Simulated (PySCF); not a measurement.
# SiH2Cl radical: a look at the electrons, part 2 of 3

For SiH2Cl radical, the scripts below analyse its density (charges, bond critical points, surface potential), measure its response to a uniform field and see where an electron leaves and enters.

PySCF 2.14.0; Gaussian basis, gas phase. The steps go on from the part before.

**4. Response to an electric field (LDA (SVWN)/def2-svpd)**

input.py reads:

```python
import numpy as np
from pyscf import gto, scf, dft
from pyscf.scf import atom_ks, atom_hf
from scipy.linalg import block_diag

def solve(mol, dm0=None, hcore=None):
    mf = (dft.UKS if mol.spin else dft.RKS)(mol, xc='svwn')
    mf.grids.level = 3
    mf = mf.density_fit(auxbasis='def2-universal-jkfit')
    mf.conv_tol, mf.max_cycle = 1e-8, 80
    if hcore is not None:
        mf.get_hcore = lambda *args: hcore
    mf.kernel(dm0)
    if not mf.converged:
        mf = mf.newton().run(mf.mo_coeff, mf.mo_occ, max_cycle=30)
    assert mf.converged, 'SCF not converged'
    return mf

mol = gto.M(atom='''
Cl    -1.01137    -0.00001     0.01495
Si     1.00814    -0.00009    -0.08714
H      1.53919     1.22540     0.48258
H      1.54014    -1.22396     0.48323
''', basis='def2-svpd', charge=0, spin=1, verbose=4)
field = np.array([0.008, 0.0, 0.0])  # atomic units
mol.set_common_orig(mol.atom_charges() @ mol.atom_coords() / mol.atom_charges().sum())
mf = solve(mol)
out = dict(dm0=mf.make_rdm1(), d0=mf.dip_moment(unit='AU'), e0=mf.e_tot)
for name, sign in (('p', 1), ('m', -1)):
    h = mf.get_hcore() + sign * np.einsum('x,xij->ij', field, mol.intor('int1e_r'))
    mi = solve(mol, mf.make_rdm1(), h)
    out.update({'dm' + name: mi.make_rdm1(), 'd' + name: mi.dip_moment(unit='AU'), 'e' + name: mi.e_tot})
# spherically averaged free atoms, for the promolecule
atm = atom_ks.get_atm_nrks(mol, xc='svwn')
pro = block_diag(*[(atm[a[0]][2] * atm[a[0]][3]) @ atm[a[0]][2].T for a in mol._atom])
np.savez('result.npz', pro=pro, **out)
```

Launch:

```
$ OMP_NUM_THREADS=1 python input.py
```

Log:

```text
[ENV] PYSCF_TMPDIR <dir>
[ENV] PYSCF_MAX_MEMORY 1650
[INPUT] verbose = 4
[INPUT] num. atoms = 4
[INPUT] num. electrons = 33
[INPUT] charge = 0
[INPUT] spin (= nelec alpha-beta = 2S) = 1
[INPUT] symmetry False subgroup None
[INPUT] Mole.unit = angstrom
[INPUT] Symbol           X                Y                Z      unit          X                Y                Z       unit  Magmom
[INPUT]  1 Cl    -1.011370000000  -0.000010000000   0.014950000000 AA   -1.911212310601  -0.000018897261   0.028251405562 Bohr   0.0
[INPUT]  2 Si     1.008140000000  -0.000090000000  -0.087140000000 AA    1.905108495219  -0.000170075351  -0.164670734495 Bohr   0.0
[INPUT]  3 H      1.539190000000   1.225400000000   0.482580000000 AA    2.908647553669   2.315670393042   0.911944033193 Bohr   0.0
[INPUT]  4 H      1.540140000000  -1.223960000000   0.483230000000 AA    2.910442793488  -2.312949187423   0.913172355174 Bohr   0.0

nuclear repulsion = 78.9800860349437
number of shells = 29
number of NR pGTOs = 107
number of NR cGTOs = 67
basis = def2-svpd
ecp = {}

******** <class 'pyscf.df.df_jk.DFUKS'> ********
method = DFUKS
initial guess = minao
damping factor = 0
level_shift factor = 0
DIIS = <class 'pyscf.scf.diis.CDIIS'>
diis_start_cycle = 1
diis_space = 8
diis_damp = 0
SCF conv_tol = 1e-08
SCF conv_tol_grad = None
SCF max_cycles = 80
direct_scf = False
number electrons alpha = 17  beta = 16
XC library pyscf.dft.libxc version 7.0.0
    S. Lehtola, C. Steigemann, M. J.T. Oliveira, and M. A.L. Marques.,  SoftwareX 7, 1–5 (2018)
XC functionals = svwn
    P. A. M. Dirac.,  Math. Proc. Cambridge Philos. Soc. 26, 376 (1930)
    F. Bloch.,  Z. Phys. 57, 545 (1929)
    S. H. Vosko, L. Wilk, and M. Nusair.,  Can. J. Phys. 58, 1200 (1980)
radial grids:
    Treutler-Ahlrichs [JCP 102, 346 (1995); DOI:10.1063/1.469408] (M4) radial grids

becke partition: Becke, JCP 88, 2547 (1988); DOI:10.1063/1.454033
pruning grids: <function nwchem_prune at 0xf9e999fff6a0>
grids dens level: 3
symmetrized grids: False
atomic radii adjust function: <function treutler_atomic_radii_adjust at 0xf9e99a0405e0>
small_rho_cutoff = 0
Set gradient conv threshold to 0.0001
tot grids = 57680
init E= -748.02290883246
[... the frontier-level lines of each cycle are left out ...]


cycle= 1 E= -747.972842317712  delta_E= 0.0501  |g|= 0.134  |ddm|= 1.39
cycle= 2 E= -747.956864656549  delta_E= 0.016  |g|= 0.208  |ddm|= 0.458
cycle= 3 E= -747.983405634474  delta_E= -0.0265  |g|= 0.0284  |ddm|= 0.295
cycle= 4 E= -747.983965115829  delta_E= -0.000559  |g|= 0.00737  |ddm|= 0.0485
cycle= 5 E= -747.984003632979  delta_E= -3.85e-05  |g|= 0.00143  |ddm|= 0.0102
cycle= 6 E= -747.984004952198  delta_E= -1.32e-06  |g|= 0.000489  |ddm|= 0.0028
cycle= 7 E= -747.984005148733  delta_E= -1.97e-07  |g|= 8.6e-05  |ddm|= 0.00102
cycle= 8 E= -747.984005154894  delta_E= -6.16e-09  |g|= 2.37e-05  |ddm|= 0.000284
Extra cycle  E= -747.98400515489  delta_E= 3.87e-12  |g|= 2.51e-05  |ddm|= 8.83e-05
converged SCF energy = -747.98400515489  <S^2> = 0.75107986  2S+1 = 2.0010796
Dipole moment(X, Y, Z, A.U.):  0.38261, -0.00040,  0.07566

******** <class 'pyscf.df.df_jk.DFUKS'> ********
method = DFUKS
initial guess = minao
damping factor = 0
level_shift factor = 0
DIIS = <class 'pyscf.scf.diis.CDIIS'>
diis_start_cycle = 1
diis_space = 8
diis_damp = 0
SCF conv_tol = 1e-08
SCF conv_tol_grad = None
SCF max_cycles = 80
direct_scf = False
number electrons alpha = 17  beta = 16
XC library pyscf.dft.libxc version 7.0.0
    S. Lehtola, C. Steigemann, M. J.T. Oliveira, and M. A.L. Marques.,  SoftwareX 7, 1–5 (2018)
XC functionals = svwn
    P. A. M. Dirac.,  Math. Proc. Cambridge Philos. Soc. 26, 376 (1930)
    F. Bloch.,  Z. Phys. 57, 545 (1929)
    S. H. Vosko, L. Wilk, and M. Nusair.,  Can. J. Phys. 58, 1200 (1980)
radial grids:
    Treutler-Ahlrichs [JCP 102, 346 (1995); DOI:10.1063/1.469408] (M4) radial grids

becke partition: Becke, JCP 88, 2547 (1988); DOI:10.1063/1.454033
pruning grids: <function nwchem_prune at 0xf9e999fff6a0>
grids dens level: 3
symmetrized grids: False
atomic radii adjust function: <function treutler_atomic_radii_adjust at 0xf9e99a0405e0>
small_rho_cutoff = 0
Overwritten attributes  get_hcore  of <class 'pyscf.df.df_jk.DFUKS'>
Set gradient conv threshold to 0.0001
tot grids = 57680
init E= -747.987066011194
cycle= 1 E= -747.987256233351  delta_E= -0.00019  |g|= 0.0428  |ddm|= 0.129
cycle= 2 E= -747.984746703339  delta_E= 0.00251  |g|= 0.0763  |ddm|= 0.172
cycle= 3 E= -747.988806666597  delta_E= -0.00406  |g|= 0.00477  |ddm|= 0.0998
cycle= 4 E= -747.988827157087  delta_E= -2.05e-05  |g|= 0.000421  |ddm|= 0.00933
cycle= 5 E= -747.988827266297  delta_E= -1.09e-07  |g|= 0.000221  |ddm|= 0.000959
...
becke partition: Becke, JCP 88, 2547 (1988); DOI:10.1063/1.454033
pruning grids: <function nwchem_prune at 0xf9e999fff6a0>
grids dens level: 3
symmetrized grids: False
atomic radii adjust function: <function treutler_atomic_radii_adjust at 0xf9e99a0405e0>
small_rho_cutoff = 0
Set gradient conv threshold to 0.0001
tot grids = 57680
init E= -747.980944298577
cycle= 1 E= -747.980654241346  delta_E= 0.00029  |g|= 0.0498  |ddm|= 0.141
cycle= 2 E= -747.976744331684  delta_E= 0.00391  |g|= 0.0927  |ddm|= 0.208
cycle= 3 E= -747.982698943839  delta_E= -0.00595  |g|= 0.00494  |ddm|= 0.121
cycle= 4 E= -747.982725201685  delta_E= -2.63e-05  |g|= 0.000814  |ddm|= 0.0114
cycle= 5 E= -747.982725655504  delta_E= -4.54e-07  |g|= 0.000294  |ddm|= 0.00166
cycle= 6 E= -747.982725711135  delta_E= -5.56e-08  |g|= 4.46e-05  |ddm|= 0.000527
cycle= 7 E= -747.982725712614  delta_E= -1.48e-09  |g|= 6.44e-06  |ddm|= 7.48e-05
Extra cycle  E= -747.982725712631  delta_E= -1.66e-11  |g|= 4.9e-06  |ddm|= 2.58e-05
converged SCF energy = -747.982725712631  <S^2> = 0.75107021  2S+1 = 2.0010699
Dipole moment(X, Y, Z, A.U.): -0.06454, -0.00042,  0.08064
Spherically averaged atomic KS for {'H', 'Si', 'Cl'}

******** <class 'pyscf.scf.atom_ks.AtomSphAverageRKS'> ********
method = AtomSphAverageRKS
initial guess = vsap
damping factor = 0
level_shift factor = 0
diis_start_cycle = 1
diis_space = 12
SCF conv_tol = 1e-09
SCF conv_tol_grad = None
SCF max_cycles = 50
direct_scf = True
direct_scf_tol = 1e-13
XC library pyscf.dft.libxc version 7.0.0
    S. Lehtola, C. Steigemann, M. J.T. Oliveira, and M. A.L. Marques.,  SoftwareX 7, 1–5 (2018)
XC functionals = svwn
    P. A. M. Dirac.,  Math. Proc. Cambridge Philos. Soc. 26, 376 (1930)
    F. Bloch.,  Z. Phys. 57, 545 (1929)
    S. H. Vosko, L. Wilk, and M. Nusair.,  Can. J. Phys. 58, 1200 (1980)
radial grids:
    Treutler-Ahlrichs [JCP 102, 346 (1995); DOI:10.1063/1.469408] (M4) radial grids

becke partition: Becke, JCP 88, 2547 (1988); DOI:10.1063/1.454033
pruning grids: <function nwchem_prune at 0xf9e999fff6a0>
grids dens level: 3
symmetrized grids: False
atomic radii adjust function: <function treutler_atomic_radii_adjust at 0xf9e99a0405e0>
User specified grid scheme (100, 434)
small_rho_cutoff = 0
Set gradient conv threshold to 3.16228e-05
tot grids = 23744
init E= -379.510481100837
cycle= 1 E= -379.510964144121  delta_E= -0.000483  |g|=    0  |ddm|= 0.169
cycle= 2 E= -379.511181089563  delta_E= -0.000217  |g|=    0  |ddm|= 0.16
cycle= 3 E= -379.512134635456  delta_E= -0.000954  |g|=    0  |ddm|= 0.0796
cycle= 4 E= -379.512135225193  delta_E= -5.9e-07  |g|=    0  |ddm|= 0.00801
cycle= 5 E= -379.512137641365  delta_E= -2.42e-06  |g|=    0  |ddm|= 0.00404
cycle= 6 E= -379.512137642952  delta_E= -1.59e-09  |g|=    0  |ddm|= 0.00042
cycle= 7 E= -379.512137649454  delta_E= -6.5e-09  |g|=    0  |ddm|= 0.000189
cycle= 8 E= -379.512137649467  delta_E= -1.28e-11  |g|=    0  |ddm|= 5.89e-06
Extra cycle  E= -379.512137649467  delta_E= -1.14e-13  |g|=    0  |ddm|= 6.58e-06
Atomic HF for atom  Cl  converged. SCF energy = -379.512137649467

******** <class 'pyscf.scf.atom_ks.AtomSphAverageRKS'> ********
method = AtomSphAverageRKS
initial guess = vsap
damping factor = 0
level_shift factor = 0
diis_start_cycle = 1
diis_space = 12
SCF conv_tol = 1e-09
SCF conv_tol_grad = None
SCF max_cycles = 50
direct_scf = True
direct_scf_tol = 1e-13
XC library pyscf.dft.libxc version 7.0.0
    S. Lehtola, C. Steigemann, M. J.T. Oliveira, and M. A.L. Marques.,  SoftwareX 7, 1–5 (2018)
XC functionals = svwn
    P. A. M. Dirac.,  Math. Proc. Cambridge Philos. Soc. 26, 376 (1930)
    F. Bloch.,  Z. Phys. 57, 545 (1929)
    S. H. Vosko, L. Wilk, and M. Nusair.,  Can. J. Phys. 58, 1200 (1980)
radial grids:
    Treutler-Ahlrichs [JCP 102, 346 (1995); DOI:10.1063/1.469408] (M4) radial grids

becke partition: Becke, JCP 88, 2547 (1988); DOI:10.1063/1.454033
pruning grids: <function nwchem_prune at 0xf9e999fff6a0>
grids dens level: 3
symmetrized grids: False
atomic radii adjust function: <function treutler_atomic_radii_adjust at 0xf9e99a0405e0>
User specified grid scheme (100, 434)
small_rho_cutoff = 0
Set gradient conv threshold to 3.16228e-05
tot grids = 24008
init E= -209.102758427103
cycle= 1 E= -209.103645664294  delta_E= -0.000887  |g|=    0  |ddm|= 0.391
cycle= 2 E= -209.103730539451  delta_E= -8.49e-05  |g|=    0  |ddm|= 0.0876
cycle= 3 E= -209.103755052969  delta_E= -2.45e-05  |g|=    0  |ddm|= 0.0427
cycle= 4 E= -209.103759978375  delta_E= -4.93e-06  |g|=    0  |ddm|= 0.0206
cycle= 5 E= -209.10376140199  delta_E= -1.42e-06  |g|=    0  |ddm|= 0.0103
cycle= 6 E= -209.103761687253  delta_E= -2.85e-07  |g|=    0  |ddm|= 0.00496
cycle= 7 E= -209.103761769709  delta_E= -8.25e-08  |g|=    0  |ddm|= 0.00248
cycle= 8 E= -209.103761786224  delta_E= -1.65e-08  |g|=    0  |ddm|= 0.00119
cycle= 9 E= -209.103761790998  delta_E= -4.77e-09  |g|=    0  |ddm|= 0.000596
cycle= 10 E= -209.103761791954  delta_E= -9.56e-10  |g|=    0  |ddm|= 0.000287
Extra cycle  E= -209.103761792211  delta_E= -2.57e-10  |g|=    0  |ddm|= 0.000149
Atomic HF for atom  Si  converged. SCF energy = -209.103761792211

******** <class 'pyscf.scf.atom_ks.AtomSphAverageRKS'> ********
method = AtomSphAverageRKS
initial guess = vsap
damping factor = 0
level_shift factor = 0
diis_start_cycle = 1
diis_space = 12
SCF conv_tol = 1e-09
SCF conv_tol_grad = None
SCF max_cycles = 50
direct_scf = True
direct_scf_tol = 1e-13
XC library pyscf.dft.libxc version 7.0.0
    S. Lehtola, C. Steigemann, M. J.T. Oliveira, and M. A.L. Marques.,  SoftwareX 7, 1–5 (2018)
XC functionals = svwn
    P. A. M. Dirac.,  Math. Proc. Cambridge Philos. Soc. 26, 376 (1930)
    F. Bloch.,  Z. Phys. 57, 545 (1929)
    S. H. Vosko, L. Wilk, and M. Nusair.,  Can. J. Phys. 58, 1200 (1980)
radial grids:
    Treutler-Ahlrichs [JCP 102, 346 (1995); DOI:10.1063/1.469408] (M4) radial grids

becke partition: Becke, JCP 88, 2547 (1988); DOI:10.1063/1.454033
pruning grids: <function nwchem_prune at 0xf9e999fff6a0>
grids dens level: 3
symmetrized grids: False
atomic radii adjust function: <function treutler_atomic_radii_adjust at 0xf9e99a0405e0>
User specified grid scheme (100, 434)
small_rho_cutoff = 0
Set gradient conv threshold to 3.16228e-05
tot grids = 26240
init E= 78.5436824689468
cycle= 1 E= 78.5363846787698  delta_E= -0.0073  |g|=    0  |ddm|= 0.224
cycle= 2 E= 78.5362522360404  delta_E= -0.000132  |g|=    0  |ddm|= 0.03
cycle= 3 E= 78.5362494196279  delta_E= -2.82e-06  |g|=    0  |ddm|= 0.00437
cycle= 4 E= 78.5362493606065  delta_E= -5.9e-08  |g|=    0  |ddm|= 0.000633
cycle= 5 E= 78.5362493593668  delta_E= -1.24e-09  |g|=    0  |ddm|= 9.17e-05
cycle= 6 E= 78.536249359345  delta_E= -2.18e-11  |g|=    0  |ddm|= 6.7e-06
Extra cycle  E= 78.5362493593403  delta_E= -4.66e-12  |g|=    0  |ddm|= 5.62e-06
Atomic HF for atom  H  converged. SCF energy = 78.5362493593403
```

Run time: 13 s. Hardware: 1 thread of Arm Neoverse N1, shared host; peak memory 0.22 GiB.

**5. Post-processing**

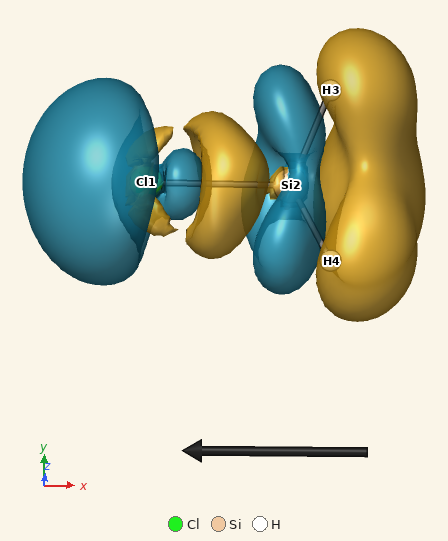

Change of the electron density in a uniform field of 0.41 V/Å along −x (arrow), surfaces at ±0.002 e/Å³ (yellow: gain, teal: loss).

How large is the response?

The induced dipole is 1.14 D (along the field); α along this axis, from the fields in both directions, is 55 bohr³ (8.2 Å³).

(Part 2 of 3 ends here.)
